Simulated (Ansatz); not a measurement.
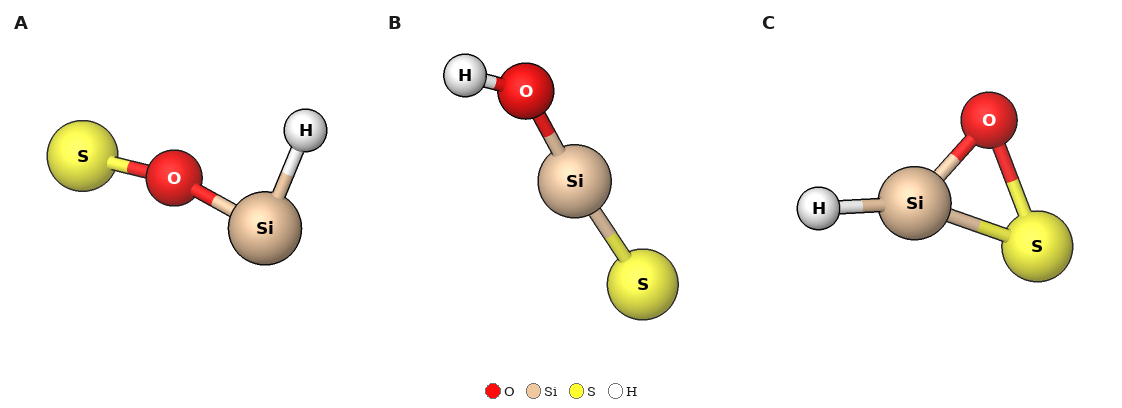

3 stationary structures of one formula. State: charge +1, singlet. Geometries: PBE0-D4/def2-TZVP. Electronic energies: RHF-CCSD(T) (frozen core)/def2-TZVPP (Ansatz 0.2.0), without zero-point energy. No frequency run is at hand to confirm each as a minimum.

### Which is lowest in energy, and by how much?

B is lowest; C lies 54.8 kcal/mol above it (Cs), A lies 82.1 kcal/mol above it.
